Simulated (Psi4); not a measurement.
# C3H7F (2-fluoropropane): MP3/cc-pVDZ

What is the vertical ionisation energy of C3H7F (2-fluoropropane) at MP3/cc-pVDZ? 

Program for the calculation: Psi4 1.11.

3 further runs of the same task are left out: 1 that didn't finish, 2 set aside as unsound or not needed.

## (1) The structure to begin with

C3H7F has 11 atoms, charge 0, and is taken as a singlet. SMILES: `CC(C)F`. The coordinates come from a PBE0-D4/def2-TZVP relaxation.

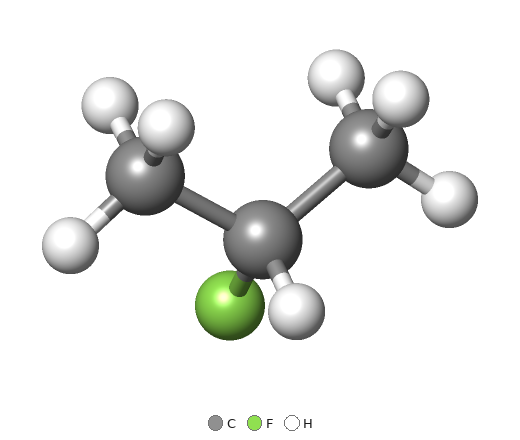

The structure, seen from a chosen angle (carbon grey, fluorine green, hydrogen white).

## (2) A single-point energy at MP3/cc-pVDZ

The input, input.inp:

```
memory 1600 MB

molecule mol {
  C     -0.234500     1.045100    -0.703000
  C     -0.479600    -0.306600    -0.081300
  C      0.626400    -0.766200     0.834700
  F     -0.614100    -1.242400    -1.108400
  H     -1.041900     1.303400    -1.390000
  H     -0.180600     1.814100     0.071000
  H      0.707700     1.043900    -1.256000
  H     -1.436600    -0.307200     0.453700
  H      1.578500    -0.788700     0.299400
  H      0.417300    -1.766700     1.216600
  H      0.722800    -0.085600     1.683800
  symmetry c1
}

set globals {
  basis cc-pVDZ
  puream true
  e_convergence 1e-09
  d_convergence 1e-08
  scf_type pk
  num_frozen_docc 4
  mp_type conv
}

E, wfn = energy("mp3", return_wfn=True)
```

Launch:

```console
$ psi4 -i input.inp -o input.out -n 1
```

input.out:

```text
[...]
  Running in c1 symmetry.
[...]
  Nuclear repulsion =  133.058599214639941
[...]
  Multiplicity = 1
[...]
  Nalpha       = 17
  Nbeta        = 17
[...]
    Number of basis functions: 91
[...]
   @RHF iter   1:  -217.02675428728128   -5.69710e-01   4.55162e-03 ADIIS/DIIS
[...]
   @RHF iter  11:  -217.13389859756114   -2.13163e-12   4.32279e-09 DIIS
[...]
    Orbital Energies [Eh]
    ---------------------
    Doubly Occupied:
       1A    -26.261013     2A    -11.308598     3A    -11.228306
       4A    -11.228286     5A     -1.573454     6A     -1.066917
       7A     -0.951748     8A     -0.819063     9A     -0.698718
      10A     -0.661639    11A     -0.648674    12A     -0.584328
      13A     -0.552310    14A     -0.548810    15A     -0.535783
      16A     -0.484846    17A     -0.478866
[...]
  @RHF Final Energy:  -217.13389859756114
   => Energetics <=
    Nuclear Repulsion Energy =            133.0585992146399406
    One-Electron Energy =                -561.1222784463323023
    Two-Electron Energy =                 210.9297806341312480
    Total Energy =                       -217.1338985975611422
[...]
 Multipole Moments:
 ------------------------------------------------------------------------------------
     Multipole            Electronic (a.u.)      Nuclear  (a.u.)        Total (a.u.)
 ------------------------------------------------------------------------------------
 L = 1.  Multiply by 2.5417464519 to convert [e a0] to [Debye]
 Dipole X            :         -2.2590395            2.3802645            0.1212250
 Dipole Y            :         -3.8072398            4.3660588            0.5588190
 Dipole Z            :         -3.2198155            3.8102795            0.5904640
 Magnitude           :                                                    0.8219622
[...]
	SCS-MP2 Total Energy (a.u.)        :  -217.74872664620153
	SOS-MP2 Total Energy (a.u.)        :  -217.74680215688343
[...]
	SOS-PI-MP2 Total Energy (a.u.)     :  -217.79394858452360
[...]
	MP2 Total Energy (a.u.)            :  -217.75257562483770
[...]
	SCS-MP3 Total Energy (a.u.)        :  -217.75844533671773
[...]
	MP3 Total Energy (a.u.)            :  -217.79145038690251
[...]
```

Run time: 12 s. Hardware: 1 thread of AMD EPYC 7R43 (Zen 3), shared host; peak memory 0.65 GiB.

## (3) The doublet cation at the same level

The input, c3h7f.xyz:

```xyz
11
C3H7F
C     -0.234500     1.045100    -0.703000
C     -0.479600    -0.306600    -0.081300
C      0.626400    -0.766200     0.834700
F     -0.614100    -1.242400    -1.108400
H     -1.041900     1.303400    -1.390000
H     -0.180600     1.814100     0.071000
H      0.707700     1.043900    -1.256000
H     -1.436600    -0.307200     0.453700
H      1.578500    -0.788700     0.299400
H      0.417300    -1.766700     1.216600
H      0.722800    -0.085600     1.683800
```

The input, run.py:

```python
import numpy as np
from ase.calculators.psi4 import Psi4
from ase.io import read

a = read('c3h7f.xyz')
calc = Psi4(atoms=a, method='mp3', basis='cc-pVDZ', memory='1600MB', num_threads=1, charge=1, multiplicity=2, label='psi4-calc', reference='uhf')
calc.psi4.set_options({'puream': True, 'e_convergence': 1e-09, 'd_convergence': 1e-08, 'scf_type': 'pk', 'num_frozen_docc': 4, 'maxiter': 200, 'mp_type': 'conv'})
a.calc = calc

print(f'energy: {a.get_potential_energy():.6f} eV')
```

Launch:

```console
$ python run.py
```

psi4-calc.dat:

```text
[...]
  Running in c1 symmetry.
[...]
  Nuclear repulsion =  133.058599214639941
[...]
  Multiplicity = 2
[...]
  Nalpha       = 17
  Nbeta        = 16
[...]
    Number of basis functions: 91
[...]
   @UHF iter   1:  -216.58721420347041   -1.30170e-01   4.47859e-03 ADIIS/DIIS
[...]
   @UHF iter  27:  -216.69913728065904   -2.33058e-12   5.22089e-09 DIIS
[...]
   @S^2 Observed:                7.660297739E-01
[...]
    Orbital Energies [Eh]
    ---------------------
    Alpha Occupied:
       1A    -26.591718     2A    -11.632042     3A    -11.478810
       4A    -11.478626     5A     -1.891070     6A     -1.363081
       7A     -1.208007     8A     -1.123314     9A     -1.014702
      10A     -0.953036    11A     -0.944657    12A     -0.871659
      13A     -0.813842    14A     -0.796168    15A     -0.779703
      16A     -0.777691    17A     -0.747212
    Alpha Virtual:
      18A     -0.036106    19A      0.007108    20A      0.029910
      21A      0.039976    22A      0.060359    23A      0.072598
      24A      0.094555    25A      0.102158    26A      0.136534
[...]
  @UHF Final Energy:  -216.69913728065904
   => Energetics <=
    Nuclear Repulsion Energy =            133.0585992146399406
    One-Electron Energy =                -551.8762152308801205
    Two-Electron Energy =                 202.1184787355811636
    Total Energy =                       -216.6991372806590448
  UHF NO Occupations:
  HONO-2 :   15  A 1.9983676
  HONO-1 :   16  A 1.9961089
[...]
 Multipole Moments:
 ------------------------------------------------------------------------------------
     Multipole            Electronic (a.u.)      Nuclear  (a.u.)        Total (a.u.)
 ------------------------------------------------------------------------------------
 L = 1.  Multiply by 2.5417464519 to convert [e a0] to [Debye]
 Dipole X            :         -2.3930886            2.3802645           -0.0128242
 Dipole Y            :         -3.4998679            4.3660588            0.8661910
 Dipole Z            :         -2.7809660            3.8102795            1.0293135
 Magnitude           :                                                    1.3453391
[...]
	SCS-MP2 Total Energy (a.u.)        :  -217.30962893443086
	SOS-MP2 Total Energy (a.u.)        :  -217.30515980187099
[...]
	SOS-PI-MP2 Total Energy (a.u.)     :  -217.35177691888731
[...]
	MP2 Total Energy (a.u.)            :  -217.31856719955053
[...]
	SCS-MP3 Total Energy (a.u.)        :  -217.31733335524541
[...]
	MP3 Total Energy (a.u.)            :  -217.34938488280875
[...]
```

Standard output:

```text
energy: -5914.378014 eV
```

Run time: 22 s. Hardware: 1 thread of AMD EPYC 7R43 (Zen 3), shared host; peak memory 0.73 GiB.

## (4) Outcome

At MP3/cc-pVDZ, 4 core orbitals frozen:

| quantity | value |
| --- | --- |
| singlet C3H7F: total energy | -217.79145 Eh |
| singlet C3H7F: HOMO energy (Hartree–Fock orbitals) | -13.03 eV |
| singlet C3H7F: LUMO energy (Hartree–Fock orbitals) | 4.88 eV |
| singlet C3H7F: HOMO–LUMO gap (Hartree–Fock orbitals) | 17.91 eV |
| singlet C3H7F: correlation energy (4 core orbitals frozen) | -657.6 mEh |
| doublet cation: total energy | -217.34938 Eh |
| doublet cation: HOMO energy (Hartree–Fock orbitals) (highest over α and β) | -20.10 eV |
| doublet cation: LUMO energy (Hartree–Fock orbitals) (lowest over α and β) | -10.57 eV |
| doublet cation: correlation energy (4 core orbitals frozen) | -650.2 mEh |
| doublet cation: ⟨S²⟩ of the reference determinant | 0.766 |
| vertical ionisation energy (to the doublet cation) | 12.029 eV |

Removing an electron at fixed nuclei costs 12.03 eV (1161 kJ/mol).
